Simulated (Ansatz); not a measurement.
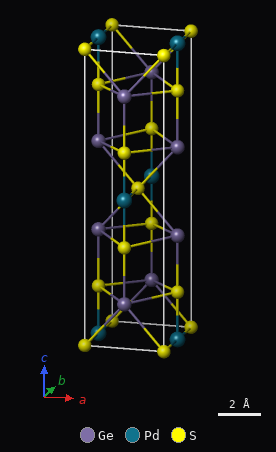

Starting structure of a crystal of Ge₂PdS₃ (built on the Ca2CuO3-71 type type). Style: ball-and-stick. Shown: the conventional cell (2 times the calculation's cell), slightly off an axis. Lengths and directions refer to the drawn axes.

The calculation used Ansatz 0.2.0, DFT, PBEsol, plane waves, PAW.

The input:
```yaml
crystal:
  lattice:
    - [-1.99465428, 2.32136681, 7.4365052]
    - [1.99465428, -2.32136681, 7.4365052]
    - [1.99465428, 2.32136681, -7.4365052]
  atoms:
    - { symbol: Ge, position: [0.85083158, 0.35083158, 0.5] }
    - { symbol: Ge, position: [0.14916842, 0.64916842, 0.5] }
    - { symbol: Pd, position: [0.5, 0.0, 0.5] }
    - { symbol: S, position: [0.0, 0.0, 0.0] }
    - { symbol: S, position: [0.34002526, 0.84002526, 0.5] }
    - { symbol: S, position: [0.65997474, 0.15997474, 0.5] }
kpoints:
  mp_grid: { grid: [8, 8, 8] }
hamiltonian:
  xc: pbesol
scf:
  occupations: { method: fermi_dirac, width: 0.03 }
relax:
  f_tol: 0.01
  cell: {}
  max_steps: 120
```

Launched with:
```bash
ansatz run input.yaml --threads 2 --pin off --max-ram 2211MiB --backend cpu --events-out ev --progress --plain --runs-dir out
```

Question: Where does the relaxation end?

Answer: Over 5 accepted moves (6 points after the start) the energy falls by 186 meV per atom. The largest force component goes from 0.13 to 0.0016 eV/Å. The pressure goes from −9.62 to 0.00 GPa. At 1 point the geometry stayed and the basis and grid were re-selected for the new cell (energy shift of 0.7 meV per atom at most each time). The largest moves relative to the cell, 0.094 Å, are those of S5 and S6. S5 goes along −c. By element the largest moves are S 0.094 Å, Ge 0.021 Å. Pd stays in place. Cell: a 3.989 → 3.421 Å (−14.2 %), b 4.643 → 4.493 Å (−3.2 %), c 14.873 → 14.114 Å (−5.1 %). Volume −21.2 %. Near-neighbour distances that change, for instance: Ge1–S6 2.839 → 2.579 Å, Ge1–S4 2.983 → 2.729 Å, Ge1–S5 3.065 → 2.833 Å, Pd3–S4 2.321 → 2.247 Å. The space group stays Immm (No. 71). Cost: 65 s on 2 threads of Arm Neoverse V2, on a shared host, peak memory 0.67 GiB.

History of the run:

| step | E − E(0), meV/atom | largest force component, eV/Å | pressure, GPa | volume, Å³/atom | note |
| --- | --- | --- | --- | --- | --- |
| 0 | 0.00 | 0.1259 | -9.62 | 22.956 |  |
| 1 | -119.59 | 0.2200 | -5.81 | 20.685 |  |
| 2 | -174.47 | 0.1450 | -1.67 | 18.959 |  |
| 3 | -186.54 | 0.0542 | 0.32 | 17.986 |  |
| 4 | -186.77 | 0.0043 | 0.01 | 18.081 |  |
| 5 | -186.78 | 0.0016 | 0.00 | 18.079 |  |
| 6 | -186.12 | 0.0016 | 0.00 | 18.079 | same geometry, new basis |

The structure at the end:

```
CELL_PARAMETERS angstrom
-1.71050 2.24662 7.05697
1.71050 -2.24662 7.05697
1.71050 2.24662 -7.05697
ATOMIC_POSITIONS crystal
Ge 0.84936 0.34936 0.50000
Ge 0.15064 0.65064 0.50000
Pd 0.50000 0.00000 0.50000
S 0.00000 0.00000 0.00000
S 0.33337 0.83337 0.50000
S 0.66663 0.16663 0.50000
```

After the run, drawn alike:

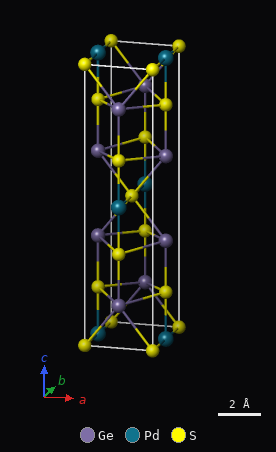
